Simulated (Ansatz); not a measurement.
**Al₂HCl (singlet): one geometry, many settings at a displaced geometry (v1)**

Aim: run Al₂HCl (singlet) at one geometry under a spread of methods and options, and see what each costs and gives.

Computed with Ansatz 0.2.0, Gaussian basis. Level: the settings change from run to run.

15 further runs of the same task are left out: 6 that didn't finish, 9 set aside as unsound or not needed.

### 1 The geometry

The geometry is a PBE0/def2-TZVP stationary point (not a proven minimum) with its atoms shifted at random (size 0.040 Å).

4 atoms, charge 0, spin multiplicity 1.

Atoms are counted from 1 here; the program's logs count them from 0.

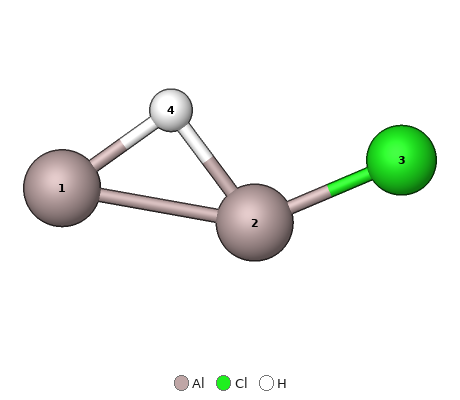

The geometry (aluminium light grey, chlorine green, hydrogen white); atoms are numbered from 1 in the order of the file.

### 2 MP2 on UHF/cc-pVDZ

File in.yaml:

```yaml
crystal:
  periodic: [false, false, false]
  atoms:
    - {symbol: Al, position_ang: [-0.017610, 0.154397, 2.617511]}
    - {symbol: Al, position_ang: [-0.018443, -0.496648, 0.023330]}
    - {symbol: Cl, position_ang: [0.029521, 0.228743, -2.039918]}
    - {symbol: H, position_ang: [-0.073256, 1.115952, 1.058846]}
basis:
  gaussian: {orbitals: cc-pVDZ}
magnetization: {spin_polarized: true, initial_magnetization: 0}
correlation: {method: mp2, electrons: outside_noble_gas}
output: {forces: true}
```

Launch:

```
$ ansatz run in.yaml --threads 1 --pin off --events-out ev --progress --plain --max-ram 2393MiB
```

What it wrote:

```text
Functional definition: HF
  name "HF"
  cite "Fock, Z. Phys. 61, 126 (1930) doi:10.1007/BF01340294"
  parent pbe
  exchange = exact_x
  correlation = 0
600 factors; integrals over basis functions are off by at most 1.1e-3 eV
mean field evaluation 1: about -25684.8148 eV, gradient 9.9e0 eV
mean field evaluation 2: about -25684.8185 eV, gradient 9.9e0 eV
mean field evaluation 4: about -25685.8920 eV, gradient 1.0e0 eV
mean field evaluation 8: about -25685.9211 eV, gradient 2.7e-3 eV
mean field evaluation 16: about -25685.9344 eV, gradient 1.5e-4 eV
mean field evaluation 32: about -25685.8294 eV, gradient 8.5e-1 eV
mean field -25685.93442745 eV, -943.9406796570 hartree, gradient 1.7e-6 eV, S^2 0.216539; 7 other end points of the search recorded, 0 dependent functions left out
15 core orbitals not correlated: weight in the atoms' cores, before any rotation towards them, 1.000 or more for the frozen orbitals, at most 0.000 for the correlated occupied ones
reference -25685.93442745 eV, -943.9406796570 hartree; 7, 7 occupied and 37, 37 virtual orbitals, 600 factors
second order -6.47776844 eV of doubles, -0.00000000 eV of singles
the calculation of the forces begins
Total energy: -25692.41219588 eV, -944.1787332563 hartree
Atom 0 at    -0.017610     0.154397     2.617511 Å, force    -0.033342     0.133895     0.595540 eV/Å
Atom 1 at    -0.018443    -0.496648     0.023330 Å, force     0.044413    -0.153322    -0.853417 eV/Å
Atom 2 at     0.029521     0.228743    -2.039918 Å, force    -0.035193    -0.071835     0.240654 eV/Å
Atom 3 at    -0.073256     1.115952     1.058846 Å, force     0.024122     0.091262     0.017224 eV/Å
Dipole moment:    -0.030761    -0.038378     0.319180 e Å
```

Run time: 6.5 s. Hardware: 1 thread of Intel Xeon Platinum 8259CL at 2.50GHz, shared host.

From the report: ⟨S²⟩ of the determinant 0.217 (pure singlet: 0.00).

### 3 BCCD on UHF/6-31G*

in.yaml, as its differences from that of step 2:

```diff
@@ -8,5 +8,5 @@
 basis:
-  gaussian: {orbitals: cc-pVDZ}
+  gaussian: {orbitals: "6-31G*"}
 magnetization: {spin_polarized: true, initial_magnetization: 0}
-correlation: {method: mp2, electrons: outside_noble_gas}
-output: {forces: true}
+correlation: {method: bccd, electrons: outside_noble_gas}
+scf: {lower_state_search: off}
```

Launched as before.

What it wrote (excerpt; [...] marks lines left out):

```text
Functional definition: HF
  name "HF"
  cite "Fock, Z. Phys. 61, 126 (1930) doi:10.1007/BF01340294"
  parent pbe
[...]
526 factors; integrals over basis functions are off by at most 7.9e-4 eV
[...]
mean field -25684.47223622 eV, -943.8869451207 hartree, gradient 6.9e-6 eV, S^2 0.000000; 0 other end points of the search recorded, 0 dependent functions left out
15 core orbitals not correlated: weight in the atoms' cores, before any rotation towards them, 1.000 or more for the frozen orbitals, at most 0.000 for the correlated occupied ones
reference -25684.47223622 eV, -943.8869451207 hartree; 7, 7 occupied and 37, 37 virtual orbitals, 526 factors
second order -6.10451920 eV of doubles, -0.00000000 eV of singles
cycle   1  -6.84467030 eV  change   -7.4e-1 eV  update   9.3e-2
[...]
cycle  11  -7.17769272 eV  change    2.9e-6 eV  update   1.0e-5
Total energy: -25691.64992895 eV, -944.1507204630 hartree
Checks for a lower state left out: stability, starts, cluster_reference, orbital_swaps, neighbouring_geometries, increment
```

Wall time 2.5 s (1 thread of Intel Xeon Platinum 8259CL at 2.50GHz, shared host).

From the report: ⟨S²⟩ of the determinant 0.000 (pure singlet: 0.00); correlation -7.1777 eV; largest double amplitude 0.10.

### 4 NEVPT4(SD)(10,6)/STO-3G

in.yaml, as its differences from that of step 3:

```diff
@@ -8,5 +8,3 @@
 basis:
-  gaussian: {orbitals: "6-31G*"}
-magnetization: {spin_polarized: true, initial_magnetization: 0}
-correlation: {method: bccd, electrons: outside_noble_gas}
-scf: {lower_state_search: off}
+  gaussian: {orbitals: STO-3G}
+correlation: {method: fic_nevpt4_sd, electrons: outside_noble_gas, active_space: {window: {electrons: 10, orbitals: 6}, states: [{multiplicity: 1, weights: [1, 1, 1]}]}}
```

The command is unchanged.

What it wrote (excerpt; [...] marks lines left out):

```text
Functional definition: HF
  name "HF"
  cite "Fock, Z. Phys. 61, 126 (1930) doi:10.1007/BF01340294"
  parent pbe
[...]
475 factors; integrals over basis functions are off by at most 2.8e-8 eV
[...]
mean field -25392.41214364 eV, -933.1539346837 hartree, gradient 9.9e-7 eV, S^2 0.000000; 0 other end points of the search recorded, 0 dependent functions left out
reference -25392.41214364 eV, -933.1539346837 hartree; 22, 22 occupied and 6, 6 virtual orbitals, 475 factors
state -25392.55150999 eV, -933.1590563024 hartree
state -25387.13911507 eV, -932.9601544579 hartree
state -25385.36837029 eV, -932.8950807874 hartree
state -25392.55150999 eV, -933.1590563024 hartree; corrected -25394.49134251 eV, -933.2303438328 hartree
state -25387.13911507 eV, -932.9601544579 hartree; corrected -25389.80877645 eV, -933.0582627041 hartree
state -25385.36837029 eV, -932.8950807874 hartree; corrected -25387.81512478 eV, -932.9849973566 hartree
WARN: 2 active orbitals are nearly empty or full. The corrections depend on them more than the energy does, and are more stable in an active space without them
Total energy: -25390.70508125 eV, -933.0912012978 hartree
```

Run time: 1.7 s. Hardware: 1 thread of Intel Xeon Platinum 8259CL at 2.50GHz, shared host.

From the report: 36 determinants; active occupations (of the averaged states) 2.00, 2.00, 2.00, 1.67, 1.66, 0.68. The report marks this result as in doubt.

### 5 CCSD(T)/def2-SVP

File in.yaml:

```yaml
crystal:
  periodic: [false, false, false]
  atoms:
    - {symbol: Al, position_ang: [-0.017610, 0.154397, 2.617511]}
    - {symbol: Al, position_ang: [-0.018443, -0.496648, 0.023330]}
    - {symbol: Cl, position_ang: [0.029521, 0.228743, -2.039918]}
    - {symbol: H, position_ang: [-0.073256, 1.115952, 1.058846]}
basis:
  gaussian: {orbitals: def2-SVP}
magnetization: {spin_polarized: false}
hamiltonian: {xc: {name: r2SCAN}}
correlation: {method: ccsd_t, electrons: valence}
scf: {lower_state_search: off}
output: {forces: true}
```

The command is unchanged.

What it wrote (excerpt; [...] marks lines left out):

```text
Functional definition: r2SCAN
  name "r2SCAN"
  cite "Furness, Kaplan, Ning, Perdew & Sun, J. Phys. Chem. Lett. 11, 8208 (2020) doi:10.1021/acs.jpclett.0c02405"
  cite "Furness, Kaplan, Ning, Perdew & Sun, J. Phys. Chem. Lett. 11, 9248 (2020) doi:10.1021/acs.jpclett.0c03077"
  parent r2scan
[...]
527 factors; integrals over basis functions are off by at most 1.3e-3 eV
[...]
mean field -25722.50956439 eV, -945.2847911480 hartree, gradient 5.5e-6 eV, S^2 0.000000; 0 other end points of the search recorded, 0 dependent functions left out
15 core orbitals not correlated: weight in the atoms' cores, before any rotation towards them, 1.000 or more for the frozen orbitals, at most 0.000 for the correlated occupied ones
reference -25677.07372543 eV, -943.6150548639 hartree; 7, 7 occupied and 37, 37 virtual orbitals, 527 factors
second order -6.77252199 eV of doubles, -0.21286401 eV of singles
cycle   1  -7.49875434 eV  change   -5.2e-1 eV  update   8.9e-2
[...]
cycle  12  -7.83176689 eV  change   -2.5e-7 eV  update   3.0e-6
perturbative correction -0.24447286 eV, -0.0089842118 hartree
[...]
Total energy: -25685.14996518 eV, -943.9118512005 hartree
Atom 0 at    -0.017610     0.154397     2.617511 Å, force    -0.008909     0.144407    -0.182783 eV/Å
Atom 1 at    -0.018443    -0.496648     0.023330 Å, force     0.017709     0.332711    -0.798024 eV/Å
Atom 2 at     0.029521     0.228743    -2.039918 Å, force    -0.019754    -0.279616     0.806607 eV/Å
Atom 3 at    -0.073256     1.115952     1.058846 Å, force     0.010954    -0.197502     0.174200 eV/Å
Dipole moment:    -0.013957    -0.024118     0.393759 e Å
Checks for a lower state left out: starts, cluster_reference, orbital_swaps, neighbouring_geometries, increment
```

It took 8 s on 1 thread of Intel Xeon Platinum 8259CL at 2.50GHz, shared host.

From the report: correlation -8.0762 eV; T1 0.017; largest double amplitude 0.11. The orbitals are Kohn-Sham ones, so correlation energy and T1 don't compare with those on Hartree-Fock orbitals.

### 6 CCSD(T)/aug-cc-pVDZ

in.yaml, as its differences from that of step 5:

```diff
@@ -8,7 +8,6 @@
 basis:
-  gaussian: {orbitals: def2-SVP}
+  gaussian: {orbitals: aug-cc-pVDZ}
 magnetization: {spin_polarized: false}
-hamiltonian: {xc: {name: r2SCAN}}
-correlation: {method: ccsd_t, electrons: valence}
-scf: {lower_state_search: off}
+hamiltonian: {xc: {name: PBE0}}
+correlation: {method: ccsd_t, electrons: outside_noble_gas, diis_vectors: 1}
 output: {forces: true}
```

Launched as before.

What it wrote (excerpt; [...] marks lines left out):

```text
Functional definition: PBE0
  name "PBE0"
  cite "Adamo & Barone, J. Chem. Phys. 110, 6158 (1999) doi:10.1063/1.478522"
  cite "Perdew, Burke & Ernzerhof, Phys. Rev. Lett. 77, 3865 (1996) doi:10.1103/PhysRevLett.77.3865"
  parent pbe
[...]
895 factors; integrals over basis functions are off by at most 4.7e-4 eV
[...]
mean field -25722.98944462 eV, -945.3024264213 hartree, gradient 5.0e-6 eV, S^2 0.000000; 0 other end points of the search recorded, 0 dependent functions left out
15 core orbitals not correlated: weight in the atoms' cores, before any rotation towards them, 1.000 or more for the frozen orbitals, at most 0.000 for the correlated occupied ones
reference -25685.67876435 eV, -943.9312842113 hartree; 7, 7 occupied and 68, 68 virtual orbitals, 895 factors
second order -7.32406531 eV of doubles, -0.17617064 eV of singles
cycle   1  -8.07988405 eV  change   -5.8e-1 eV  update   8.9e-2
[...]
cycle  21  -8.41369989 eV  change   -9.7e-7 eV  update   2.1e-6
perturbative correction -0.30325664 eV, -0.0111444760 hartree
[...]
Total energy: -25694.39572087 eV, -944.2516264551 hartree
Atom 0 at    -0.017610     0.154397     2.617511 Å, force    -0.003420     0.085939     0.223861 eV/Å
Atom 1 at    -0.018443    -0.496648     0.023330 Å, force     0.003833    -0.112244    -0.283919 eV/Å
Atom 2 at     0.029521     0.228743    -2.039918 Å, force    -0.002037     0.002773     0.001132 eV/Å
Atom 3 at    -0.073256     1.115952     1.058846 Å, force     0.001624     0.023533     0.058927 eV/Å
Dipole moment:    -0.015583    -0.043803     0.501461 e Å
```

Run time: 19 s. Hardware: 1 thread of Intel Xeon Platinum 8259CL at 2.50GHz, shared host; peak memory 0.37 GiB.

From the report: correlation -8.7170 eV; T1 0.015; largest double amplitude 0.05. The orbitals are Kohn-Sham ones, so correlation energy and T1 don't compare with those on Hartree-Fock orbitals.

### 7 The runs in one table

 † marks a result that the program doubts.

| level | correlated | functions | energy (eV) | time |
| --- | --- | --- | --- | --- |
| MP2 on UHF/cc-pVDZ | outside noble gas | 59 | -25692.4122 | 6.5 s |
| BCCD on UHF/6-31G* | outside noble gas | 59 | -25691.6499 | 2.5 s |
| NEVPT4(SD)(10,6)/STO-3G (mean of several states) † | outside noble gas | 28 | -25390.7051 | 1.7 s |
| CCSD(T)/def2-SVP (on r2SCAN orbitals) | valence | 59 | -25685.1500 | 8 s |
| CCSD(T)/aug-cc-pVDZ (on PBE0 orbitals) | outside noble gas | 90 | -25694.3957 | 19 s |

### 8 What came out

| quantity | value |
| --- | --- |
| runs | 5 |
| quickest | NEVPT4(SD)(10,6)/STO-3G (mean of several states) †, 1.7 s |
| slowest | CCSD(T)/aug-cc-pVDZ (on PBE0 orbitals), 19 s |

**Reading.** Total energies in different bases, with other cores or another treatment of relativity can't be set against each other. CCSD(T)/aug-cc-pVDZ (on PBE0 orbitals) took 11 times as long as NEVPT4(SD)(10,6)/STO-3G (mean of several states) †; the jobs differ in more than the method.
